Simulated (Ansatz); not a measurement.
Consider H4OSSi2 (SMILES O[SiH]1[SiH2]S1).

```csv
atom,x (Å),y (Å),z (Å)
O,-0.2440,2.0471,-0.5328
Si,-0.3969,0.7184,0.4125
Si,0.6486,-1.2440,0.0972
S,-1.4573,-0.9663,-0.3584
H,-0.0287,1.9078,-1.4573
H,-0.8422,1.2235,1.7245
H,1.4875,-1.5009,-1.1000
H,0.9253,-2.2427,1.1585
```

Geometry: PBE0-D4/def2-TZVP.

Computed with RKS PBE0-D4/def2-TZVPP (Ansatz 0.2.0).

Q: What can the converged electron density and electron localisation function tell about the bonding?

A: Si–O (1.64 Å): ρ at the midpoint is about 1.2 e/Å³; the ELF peaks at about 0.90 between the atoms; a shared but strongly polarised pair.
Si–Si (2.25 Å): the density is about 0.63 e/Å³ at the midpoint; the ELF peaks at about 0.90 between the atoms; localised, covalent bonding.
Si–H (1.48 Å): ρ at the midpoint is about 0.81 e/Å³; the ELF climbs to about 1 towards the hydrogen, as it does in any bond to H.

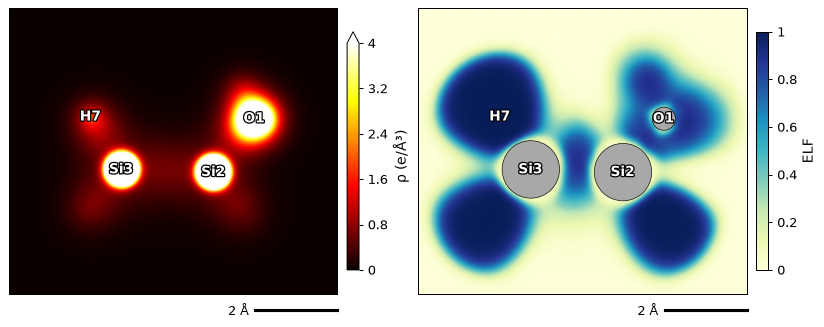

Computed electron density and electron localisation function on the plane of atoms O1, Si2 and Si3, in this order. Grey discs cover the atomic cores in the ELF map. 
